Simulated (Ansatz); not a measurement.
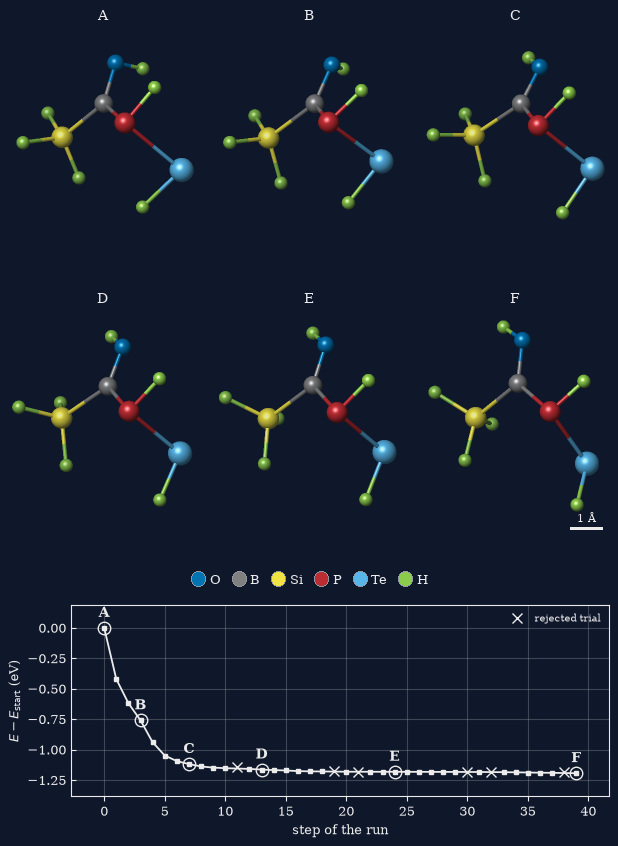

Frames of a relaxation of BSiPH6TeO, marked on the history of the run. Style: ball-and-stick. Shown at a tilt.

The run prepares an end point of a later path (torsion) calculation, from a guessed geometry.

Method: RKS r2SCAN/def2-SVP in Ansatz 0.2.0. Settings: no spin polarisation; force threshold 0.015 eV/Å; at most 40 steps.

**What happens along the run?**

The relaxation stopped without meeting its thresholds, so the last structure isn't shown to be converged. It used up its limit of 40 steps. The atom that moves furthest after the best rigid fit is an H atom (1.83 Å). By element the largest moves are H 1.83 Å, Te 0.76 Å, O 0.54 Å, P 0.53 Å, B 0.14 Å, Si 0.13 Å. Some distances before and after: B–Si 1.930 → 2.042 Å, H–Si 1.411 → 1.495 Å, H–O 1.047 → 0.969 Å, H–Te 1.740 → 1.667 Å. Bond angles that change, for instance: B–O–H 105.2° → 114.3°, Te–P–H 91.5° → 99.6°, B–P–H 92.6° → 99.8°. Groups turn about B–O by about 95°, B–Si by about 75°, P–Te by about 60°. The energy falls by 1.193 eV in 33 accepted moves (39 points after the start). Largest force component: 3 eV/Å at the start, 0.065 eV/Å at the end. The line search rejected the trial steps at points 11, 19, 21, 30, 32, 38 of the run. The forces were under the threshold at step 22, but the run went on from there. From step 0 to 3: the Te atom moves most (0.41 Å), energy −0.759 eV. From step 3 to 7: an H atom moves most (0.73 Å), energy −0.359 eV. From step 7 to 13: an H atom moves most (0.41 Å), energy −0.045 eV. From step 13 to 24: an H atom moves most (0.61 Å), energy −0.018 eV. From step 24 to 39: an H atom moves most (0.64 Å), energy −0.012 eV.
